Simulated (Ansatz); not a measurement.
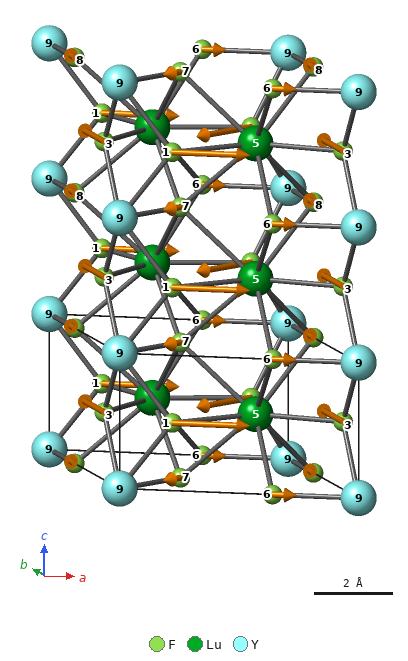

A relaxation of solid YLu2F6 (a generated structure, set up in P-62m). The starting structure is drawn; orange arrows show the displacements (the part carried along by the change of the cell is left out), magnified 2 times.

Style: ball-and-stick. Shown: the cell of the calculation, reduced to other axes, repeated 1 × 1 × 3 with one cell outlined, slightly off an axis. Lengths and directions refer to the drawn axes.

The start is a swapped structure.

Computed with Ansatz 0.2.0, DFT, PAW plane waves, PBE.

Input
```yaml
crystal:
  lattice:
    - [3.150552, 5.456913, 0.0]
    - [-3.150552, 5.456913, 0.0]
    - [0.0, 0.0, 3.523099]
  atoms:
    - { symbol: F, position: [0.22, 0.78, 0.5] }
    - { symbol: F, position: [0.78, 0.0, 0.5] }
    - { symbol: F, position: [0.0, 0.22, 0.5] }
    - { symbol: Lu, position: [0.3333, 0.3334, 0.5] }
    - { symbol: Lu, position: [0.6667, 0.6666, 0.5] }
    - { symbol: F, position: [0.64, 0.36, 0.0] }
    - { symbol: F, position: [0.36, 0.0, 0.0] }
    - { symbol: F, position: [0.0, 0.64, 0.0] }
    - { symbol: "Y", position: [0.0, 0.0, 0.0] }
  symmetry: { tolerance: 0.0003 }
kpoints:
  mp_grid: { grid: [6, 6, 8], shift: [0, 0, 0] }
magnetization:
  spin_polarized: false
scf:
  occupations: { method: cold, width: 0.0666 }
  lower_state_search: "off"
hamiltonian:
  pseudopotentials: { kind: paw }
  xc: pbe
basis:
  ecutwfc: 420
  fft_grid_basis: typed
relax:
  max_steps: 60
  cell: { p_target: 0.0 }
output:
  forces: true
  stress: true
  eigenvalues: true
  bader: true
  populations: true
  elf: true
  write_potential: true
  volumetric_format: npy
  dos:
    e_range: [-12, 8]
    de: 0.05
    projected: { site_lists: { F: [F], Lu: [Lu], "Y": ["Y"] } }
checkpoint:
  read: saved_state
```

Launched with:
```bash
ansatz run input.yaml --threads 2 --pin off --max-ram 2560MiB --backend cpu --events-out ev --progress --plain --runs-dir out
```

Question: Atoms of which element are displaced furthest, and by how much?

Answer: Fluorine: up to 1.03 Å, against 0.00 Å for yttrium.

Question: What did the optimiser do to the structure, and how much energy did it gain?

Answer: The largest moves relative to the cell, 1.03 Å, are those of F1, F2 and F3. F1 goes along +a. Y and Lu stay in place. The drawn cell changes as follows: a = b 6.301 → 6.878 Å (+9.2 %), c 3.523 → 3.420 Å (−2.9 %); the volume changes by +15.7 %. Some distances before and after: F1–Y9 2.242 → 3.063 Å, F1–Lu4 2.534 → 2.179 Å, Lu4–F6 2.681 → 2.920 Å, F6–Y9 2.268 → 2.150 Å. Bond angles that change, for instance: Lu4–F2–Lu5 91.7° → 131.3°, Y9–F2–Y9 103.6° → 67.9°, Lu4–F8–Lu5 141.6° → 127.6°. The space group stays P-62m (No. 189). The energy falls by 282 meV per atom in 14 accepted moves (17 points after the start). The largest force component goes from 2.1 to 0.00078 eV/Å. The pressure goes from 9.03 to 0.01 GPa. The SCF was repeated 3 times at an unchanged geometry on a basis and grid sized afresh for the cell, which shifted the energy by 16.3 meV per atom at most. Cost: 3.9 min on 2 threads of Intel(R) Xeon(R) 6975P-C (Granite Rapids), with other jobs on the host, peak memory 0.61 GiB.

Limits of the set-up: an odd number of electrons was run without spin polarisation, which fails if the electron would localise.
